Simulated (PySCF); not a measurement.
Consider C4H12BNSi (SMILES [SiH3]N[C@H]1BCCC1).

Input file:

```
{"job": {"kind": "uv", "xc": "wB97X-D", "basis": "def2-SVPD", "nstates": 8, "ntriplets": 3}, "charge": 0, "multiplicity": 1}
Si     2.823965     0.118853    -0.436489
N      1.140817     0.197333    -0.750801
C      0.158537     0.754396     0.176790
B     -1.121296     1.080806    -0.710257
C     -2.191116    -0.018881    -0.366876
C     -1.449037    -1.061841     0.488659
C     -0.337907    -0.286949     1.200810
H      3.389074    -0.419276    -1.673073
H      3.240004    -0.732766     0.694044
H      3.244998     1.490559    -0.145962
H      0.730429    -0.514516    -1.334874
H      0.652519     1.585263     0.686600
H     -1.211425     1.931240    -1.501810
H     -2.714452    -0.478289    -1.206505
H     -2.970844     0.454787     0.239325
H     -1.008641    -1.818653    -0.164106
H     -2.107029    -1.572983     1.191948
H      0.470244    -0.935993     1.539025
H     -0.748643     0.236161     2.066092
```

Launched as:

```sh
OMP_NUM_THREADS=1 python probes_run.py task.json out
```

Geometry: GFN2-xTB.

All numbers below come from wB97X-D/def2-SVPD, SCF density, gas phase (PySCF 2.14.0).

Predict the electron density and electron localisation function between the atoms.

C–C (1.54 Å): the density is about 1.6 e/Å³ at the midpoint; the ELF peaks at about 0.95 between the atoms; localised, covalent bonding.
C–B (1.57 Å): the density is about 1.4 e/Å³ at the midpoint; the ELF peaks at about 1 between the atoms: a covalent bond.

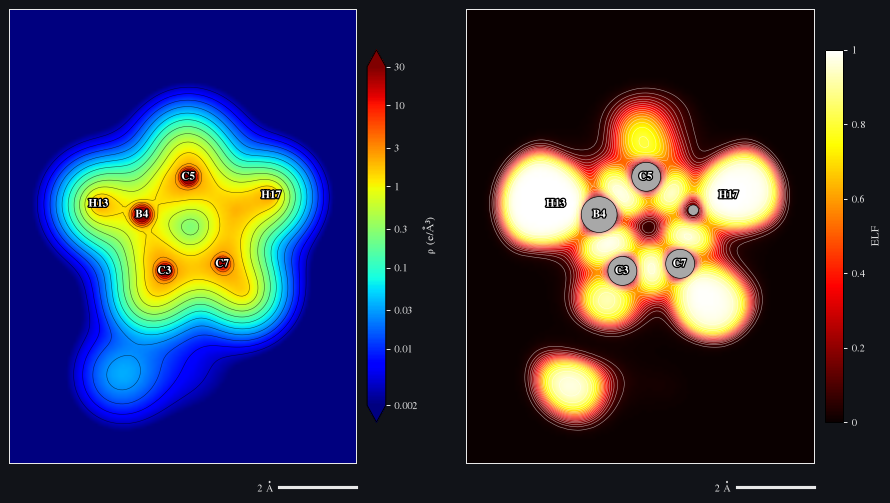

Computed electron density and electron localisation function on the plane of atoms C5, B4 and H13, in this order. Grey discs cover the atomic cores in the ELF map. 
